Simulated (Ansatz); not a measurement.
# One crystal, many levels of theory: SiO2 (I-42d), part 2 of 2

What gap does each level of theory give for SiO2 (I-42d), and in what time?

Ansatz 0.2.0; density functionals, hybrids and G0W0, plane waves, PAW. Known limits of the many-body steps: finite bands, screening cutoff and k mesh; no spin-orbit coupling in G0W0.

So far. Step 5 (PBE0 on the 4×4×4 mesh): Over mesh and listed points the gap is 8.644 eV, direct, at k = Γ. PBE0 against HSE06: 8.644 − 7.875 = +0.769 eV, with the same mesh, files and cutoff, and both edges at the same k points. Step 6 (G0W0@LDA, 6×6×6 mesh, 668 empty bands, screening to 230 …): Over all 30 irreducible mesh points the G0W0 gap is 9.151 eV, direct, at k = Γ. The LDA gap of this run on the mesh is 5.822 eV.

In doubt: masses and optical values from hybrid runs of this build are listed as unsure (step 7), which bears on the screening that GW takes from such a start.

**7. G0W0@HSE06, 6×6×6 mesh, 310 empty bands, screening to 138 eV, PAW set soft_1 files**

This step: G0W0 on HSE06, plane waves, PAW; PAW set soft_1.

Contents of input.yaml:

```yaml
crystal:
  lattice:
    - [-2.37405, 2.37405, 3.744]
    - [2.37405, -2.37405, 3.744]
    - [2.37405, 2.37405, -3.744]
  atoms:
    - { symbol: Si, position: [0.0, 0.0, 0.0] }
    - { symbol: Si, position: [0.75, 0.25, 0.5] }
    - { symbol: O, position: [0.99838, 0.625, 0.87338] }
    - { symbol: O, position: [0.375, 0.24838, 0.37338] }
    - { symbol: O, position: [0.75162, 0.125, 0.12662] }
    - { symbol: O, position: [0.875, 0.00162, 0.62662] }
kpoints:
  mp_grid: { grid: [6, 6, 6] }
hamiltonian:
  xc: hse06
  pseudopotentials: { kind: paw, azcp: { folder: soft_1 } }
scf:
  occupations: { method: fixed }
gw:
  n_empty_bands: 310
  ecut_chi: 138
  qp_bands: [v2, c2]
  qp_kpoints: band_edges
  screening: { model: contour_deformation }
```

Command:

```
> ansatz run input.yaml --threads 3 --pin off --max-ram 92160MiB --backend cuda --events-out ev --progress --plain --runs-dir out --devices 1 --max-vram 13GiB
```

Numbers of over 12 decimals in the logs are rounded to 6 here.

The program printed:

```text
GPUs: using 1 of 1 available (devices: 1).
[...]
GPU FFT provider: cuFFT
GPU libraries: cuBLAS 13.8.2, cuFFT 12.4.0, cuSOLVER 12.3.4
Crystal: 6 atoms, lattice volume = 84.406 Å³
Basis set: ecut = 420 eV, 1637 PW (Γ)
Bands: 22, of which v1, the nominal top of the filled ones, is band 16 counted from 1 (15 counted from 0)
Symmetry: 8 space group operations
[...]
k-points: 30 of 216 (time reversal used)
[...]
1    17      8.3223    -6.9671    -2.9977   -10.9433  0.8892     9.3044     9.3009  root
     1    18     10.9055    -5.4380    -3.4736   -10.0368  0.8852    12.0361    12.0307  root
[...]
29    15     -0.3144   -26.5564     3.6070   -21.9075  0.8339    -1.3627    -1.3563  root
    29    16     -0.3144   -26.5564     3.6070   -21.9075  0.8339    -1.3627    -1.3563  root
    29    17     10.7691    -6.6506    -3.1153   -10.8404  0.8830    11.8485    11.8436  root
    29    18     10.7691    -6.6506    -3.1153   -10.8404  0.8830    11.8485    11.8436  root
[key lines of the parts left out:]
Free energy (F): -3548.825043 eV
Fermi energy:    -0.207636 eV
```

It took 2.4 min on 1 × NVIDIA H100 80GB HBM3 (shared by 6 runs) with 3 threads of AMD EPYC 7R13 (Zen 3), shared host; peak memory 2.4 GiB.

This step gave:

- bands summed: 326
- RPA ε∞ on this mesh (eigenvalues): 1.986, 1.986, 2.026
- plane waves in the screening matrix: 315
- G0W0 gap over the corrected points: 9.845 eV
- k of the valence top: 0, 0, 0
- k of the conduction bottom: 0, 0, 0
- starting gap on the mesh: 7.875 eV
- Z at the valence top: 0.8342
- Z at the conduction bottom: 0.8923
- least direct G0W0 gap over the corrected points: 9.845 eV

Over all 30 irreducible mesh points the G0W0 gap is 9.845 eV, direct, at k = Γ. The HSE06 gap of this run on the mesh is 7.875 eV. The two states that bound the G0W0 gap lie that far apart at the start, so the correction of the gap is 9.845 − 7.875 = +1.970 eV. G0W0@HSE06 against G0W0@LDA with 326 bands (a further run, in the table below): 9.845 − 9.011 = +0.834 eV, with the same mesh, files and cutoffs, and both edges at the same k points.

**8. G0W0@r2SCAN, 6×6×6 mesh, 310 empty bands, screening to 138 eV, PAW set soft_1 files**

This step: G0W0 on r2SCAN, plane waves, PAW; PAW set soft_1.

Changes to input.yaml since step 7:

```diff
@@ -15,3 +15,3 @@
 hamiltonian:
-  xc: hse06
+  xc: r2scan
   pseudopotentials: { kind: paw, azcp: { folder: soft_1 } }
```

The program printed:

```text
GPUs: using 1 of 1 available (devices: 1).
[...]
GPU FFT provider: cuFFT
GPU libraries: cuBLAS 13.8.2, cuFFT 12.4.0, cuSOLVER 12.3.4
Crystal: 6 atoms, lattice volume = 84.406 Å³
Basis set: ecut = 500 eV, 2141 PW (Γ), exchange–correlation on 160×160×160 points (64 copies of the dense FFT grid, shifted against one another)
Bands: 22, of which v1, the nominal top of the filled ones, is band 16 counted from 1 (15 counted from 0)
[...]
1    18     10.6665    -5.5083    -3.5837   -10.3100  0.8748    11.8921    11.8845  root
[...]
29    15      0.5725   -26.5389     3.8869   -21.0502  0.8196    -1.0482    -1.0293  root
    29    16      0.5725   -26.5389     3.8869   -21.0502  0.8196    -1.0482    -1.0293  root
    29    17     10.4593    -6.8854    -3.2420   -11.4047  0.8716    11.7450    11.7366  root
    29    18     10.4593    -6.8854    -3.2420   -11.4047  0.8716    11.7450    11.7366  root
[key lines of the parts left out:]
SCF converged after 8 iterations
Free energy (F): -3560.118589 eV
Fermi energy:    0.679024 eV
```

It took 2 min on 1 × NVIDIA H100 80GB HBM3 (shared by 6 runs) with 3 threads; peak memory 2.1 GiB.

This step gave:

- bands summed: 326
- RPA ε∞ on this mesh (eigenvalues): 2.079, 2.079, 2.125
- plane waves in the screening matrix: 315
- G0W0 gap over the corrected points: 9.402 eV
- k of the valence top: 0, 0, 0
- k of the conduction bottom: 0, 0, 0
- starting gap on the mesh: 6.700 eV
- Z at the valence top: 0.8200
- Z at the conduction bottom: 0.8827
- least direct G0W0 gap over the corrected points: 9.402 eV

Over all 30 irreducible mesh points the G0W0 gap is 9.402 eV, direct, at k = Γ. The r2SCAN gap of this run on the mesh is 6.700 eV. The two states that bound the G0W0 gap lie that far apart at the start, so the correction of the gap is 9.402 − 6.700 = +2.702 eV. G0W0@r2SCAN against G0W0@HSE06 with 326 bands: 9.402 − 9.845 = −0.443 eV. The runs also differ in plane-wave cutoff (420 eV and 500 eV), so how much of this comes from the start alone is not known.

**9. Gap and time by level**

Each gap is the least one over the points named; times are wall times on shared hosts, not benchmarks. A G0W0 time includes the run's own self-consistent start. Runs with listed points see these and the mesh alone, so an edge that moves elsewhere is missed. Rows marked * are further runs, not shown as steps, whose inputs differ from the G0W0 step on the same start in the columns given; solver thresholds can differ too.

| level | mesh | files, cutoff | bands summed, screening | points | gap (eV) | valence top | conduction bottom | least direct gap (eV) | time |
| --- | --- | --- | --- | --- | --- | --- | --- | --- | --- |
| LDA | 8×8×8 | soft_1 PAW, 420 eV | - | mesh and path | 5.822 | Γ | Γ | 5.822 | 14 s |
| r2SCAN | 8×8×8 | soft_1 PAW, 500 eV | - | mesh and listed points | 6.700 | Γ | Γ | 6.700 | 11 s |
| HSE06 | 4×4×4 | soft_1 PAW, 420 eV | - | mesh and listed points | 7.875 | Γ | Γ | 7.875 | 23 s |
| PBE0 | 4×4×4 | soft_1 PAW, 420 eV | - | mesh and listed points | 8.644 | Γ | Γ | 8.644 | 16 s |
| G0W0@LDA* | 6×6×6 | soft_1 PAW, 420 eV | 125, 69 eV | all 30 irreducible mesh points | 8.762 | Γ | Γ | 8.762 | 29 s |
| G0W0@LDA* | 6×6×6 | soft_1 PAW, 420 eV | 326, 138 eV | all 30 irreducible mesh points | 9.011 | Γ | Γ | 9.011 | 90 s |
| G0W0@LDA | 6×6×6 | soft_1 PAW, 420 eV | 684, 230 eV | all 30 irreducible mesh points | 9.151 | Γ | Γ | 9.151 | 5.3 min |
| G0W0@LDA* | 4×4×4 | soft_1 PAW, 420 eV | 326, 138 eV | all 13 irreducible mesh points | 9.018 | Γ | Γ | 9.018 | 22 s |
| G0W0@HSE06 | 6×6×6 | soft_1 PAW, 420 eV | 326, 138 eV | all 30 irreducible mesh points | 9.845 | Γ | Γ | 9.845 | 2.4 min |
| G0W0@r2SCAN | 6×6×6 | soft_1 PAW, 500 eV | 326, 138 eV | all 30 irreducible mesh points | 9.402 | Γ | Γ | 9.402 | 2 min |

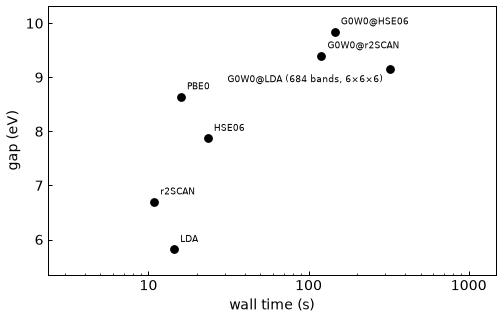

Gap against wall time for the runs shown as steps.

**10. Summary of results**

```json
{
  "LDA, over mesh and path": "5.822 eV",
  "r2SCAN, over mesh and listed points": "6.700 eV",
  "HSE06, over mesh and listed points": "7.875 eV",
  "PBE0, over mesh and listed points": "8.644 eV",
  "G0W0@LDA (684 bands, 6×6×6), over all 30 irreducible mesh points": "9.151 eV",
  "G0W0@HSE06, over all 30 irreducible mesh points": "9.845 eV",
  "G0W0@r2SCAN, over all 30 irreducible mesh points": "9.402 eV",
  "known limits": "finite bands, screening cutoff and k mesh; no spin-orbit coupling in G0W0"
}
```

In words: The rows run from 5.822 eV (LDA) to 9.845 eV (G0W0@HSE06). They differ in mesh, plane-wave cutoff, bands and screening cutoff of G0W0 and the points over which the gap was sought as well as in level, so only pairs that share these are like for like. PBE0 against HSE06: 8.644 − 7.875 = +0.769 eV, with the same mesh, files and cutoff, and both edges at the same k points. G0W0@HSE06 against G0W0@LDA with 326 bands: 9.845 − 9.011 = +0.834 eV, with the same mesh, files and cutoffs, and both edges at the same k points. G0W0@LDA (684 bands, 6×6×6) moves the gap of its own start on the mesh by 9.151 − 5.822 = +3.329 eV, between the same two levels. Both edges that LDA shows over mesh and path lie at k points where levels were corrected. Levels at other points were not corrected, so a lower G0W0 gap elsewhere in the zone is not ruled out. G0W0@HSE06 moves the gap of its own start on the mesh by 9.845 − 7.875 = +1.970 eV, between the same two levels. Both edges that HSE06 shows over mesh and listed points lie at k points where levels were corrected. Levels at other points were not corrected, so a lower G0W0 gap elsewhere in the zone is not ruled out. G0W0@r2SCAN moves the gap of its own start on the mesh by 9.402 − 6.700 = +2.702 eV, between the same two levels. Both edges that r2SCAN shows over mesh and listed points lie at k points where levels were corrected. Levels at other points were not corrected, so a lower G0W0 gap elsewhere in the zone is not ruled out. For G0W0@LDA: from 125 bands and 69 eV to 684 bands and 230 eV the gap moves by 9.151 − 8.762 = +0.389 eV (rung by rung 8.762, 9.011, 9.151 eV); bands and screening cutoff rise together, so their parts are not told apart. A line in one over the bands through the two highest rungs gives 9.151 + (9.151 − 9.011) × 326 / (684 − 326) = 9.278 eV, and through the pair below 9.011 + (9.011 − 8.762) × 125 / (326 − 125) = 9.166 eV. The two differ by 0.112 eV, not under the 0.030 eV asked, so the law does not hold well over these rungs and the limit is not known. The other G0W0 rows are shown at one basis each (326 bands), so their distance from the limit is not known here. With the 4×4×4 mesh in place of the 6×6×6 mesh and all else as in the G0W0@LDA row with 326 bands, the gap differs by 9.018 − 9.011 = +0.007 eV, and that of the start by 5.822 − 5.822 = +0.000 eV. The G0W0 runs are scalar-relativistic. G0W0@LDA runs of this series with other atomic data on the same mesh, not shown as steps, give 9.051 eV (hard PAW, 930 eV, 326 bands, screening to 138 eV; the table's row with the same empty bands and screening cutoff has 9.011 eV); where bands and cutoffs differ too, the part of the files is not isolated.

[Paths, hosts, dates, memory and timing lines, banners, echoed tables and standing remarks are left out of the program output.]

[Logs are printed without paths, hosts, clocks, repeated set-up lines and the standing remarks that a program may print on its own settings, such as how far it seeks lower states.]

[Runs of the session that timed out or met a known fault of the program may be left out.]

[Cells called generated may have been cut or substituted from an entry of the Crystallography Open Database or the Materials Project.]

[Hosts, paths, dates, database ids (printed as entryN), source tags and the programs' standing remarks are cut or masked in the printed files.]

[Where an RPA ε∞ is given, it is that of the G0W0 mesh and is not shown converged in it. Names of k-points follow the symmetry that the program found, which can be lower than the space group named. Band edges on a path are those of the sampled points; other points can move an edge, and change direct to indirect where valleys lie close.]

[Hybrid gaps are those of their k-mesh and are not shown converged in it.]
